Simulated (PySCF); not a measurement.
## Electronic structure of C3H9BrGeSi (SMILES C=C[C@H](Br)[SiH2][GeH3]) in real space

Input

```
{"job": {"kind": "uv", "xc": "B3LYP", "basis": "def2-SVPD", "nstates": 8, "ntriplets": 3}, "charge": 0, "multiplicity": 1}
C     -2.548249     0.654950     0.294680
C     -1.277631     0.429235     0.579589
C     -0.639503    -0.899211     0.514273
Br     0.308603    -1.277909     2.210566
Si     0.717411    -0.988301    -0.842366
Ge     2.266206     0.711428    -0.439829
H     -2.966424     1.646105     0.310036
H     -3.219432    -0.145976     0.030444
H     -0.618967     1.246003     0.855528
H     -1.377073    -1.693589     0.413572
H      0.017487    -0.838875    -2.123157
H      1.298590    -2.328014    -0.743628
H      1.724394     2.096428    -0.636955
H      2.873563     0.742320     0.926269
H      3.436613     0.653395    -1.370934
```

Launched as:

```sh
OMP_NUM_THREADS=1 python probes_run.py task.json out
```

Geometry: GFN2-xTB.

Level of theory: B3LYP/def2-SVPD, SCF density, gas phase in PySCF 2.14.0.

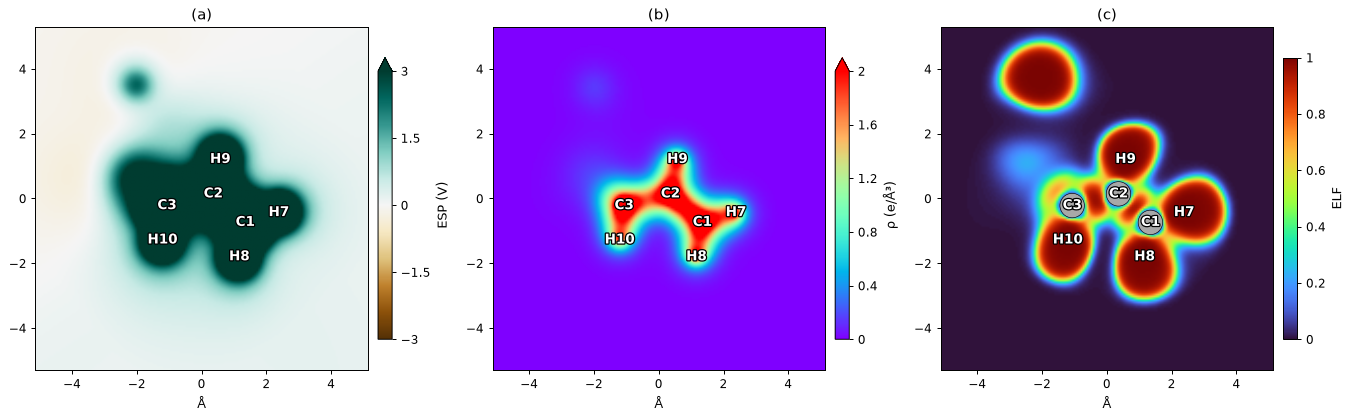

Figure 1. (a) molecular electrostatic potential; (b) electron density; (c) ELF on the plane of atoms C1, C2 and H9. Grey discs cover the atomic cores in the ELF map.

> What does the map show?

The plane passes through C and H nuclei.
C–C (1.32 Å): ρ is about 2.3 e/Å³ halfway; the ELF peaks at about 0.95 between the atoms: a multiple bond.
C–H (1.08 Å): ρ is about 2 e/Å³ halfway; the ELF climbs to about 1 towards the hydrogen, as it does in any bond to H: an ordinary covalent bond to hydrogen.
C–C (1.48 Å): ρ at the midpoint is about 1.8 e/Å³; the ELF peaks at about 0.95 between the atoms (localised, covalent bonding).
The potential has no marked negative region in this plane.

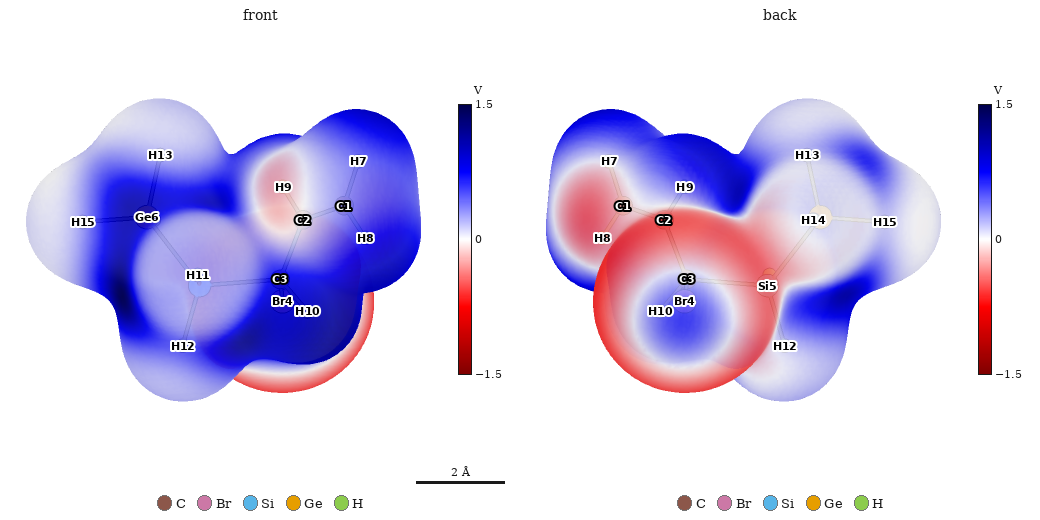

Figure 2. The electrostatic potential painted on the density surface at 0.002 e/bohr³, seen from the front and from behind; the colour scale runs from red (negative) to blue (positive).

> Describe the electrostatic potential map.

The most negative region (about −0.6 V) lies over Br4, the most positive (about +1.3 V) over Si5. Br4 shows a σ-hole: about +0.5 V at the tip opposite its bond, against about −0.5 V on its flanks.

> What dipole moment does the calculation give?

Its dipole moment is 1.78 D.
